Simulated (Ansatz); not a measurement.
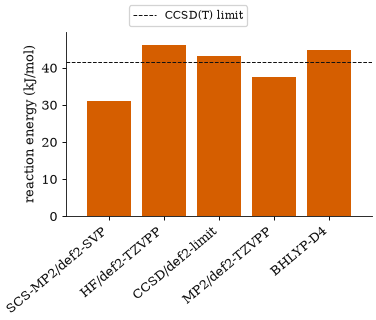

Electronic reaction energy of GeH₂ClF ([F][GeH2][Cl]) + Si₃NH₈F (F[SiH2]N([SiH3])[SiH3]) → GeSi₂NH₇ClF ([F][GeH]([Cl])[N]([SiH3])[SiH3]) + SiH₃F (F[SiH3]) (SMILES in brackets) at several levels (functionals in def2-TZVPP unless a basis is named), isolated molecules at PBE0-D4 triple-zeta geometries, minima by their frequencies, no zero-point or thermal terms, the Ansatz code. The line is frozen-core CCSD(T) at the basis limit (MP2 extrapolated from triple and quadruple zeta, plus CCSD(T) less MP2 in a smaller set). The distance of SCS-MP2/def2-SVP and MP2/def2-TZVPP to the limit includes basis error.

What range do the values span, the line included?

Answer. From 31.1 kJ/mol (SCS-MP2/def2-SVP) to 46.1 kJ/mol (HF/def2-TZVPP).

Give the values.

Answer.
```tsv
level	kJ/mol	less CCSD(T) limit
SCS-MP2/def2-SVP	31.1	−10.6
HF/def2-TZVPP	46.1	4.4
CCSD/def2-limit	43.3	1.6
MP2/def2-TZVPP	37.6	−4.1
BHLYP-D4	44.9	3.2
CCSD(T) limit	41.7	0.0
```

Known limits of this run: no scalar relativity up to krypton; outer-core shells are correlated without core-valence functions, which makes the correlated values less sure; one conformer of each flexible molecule.
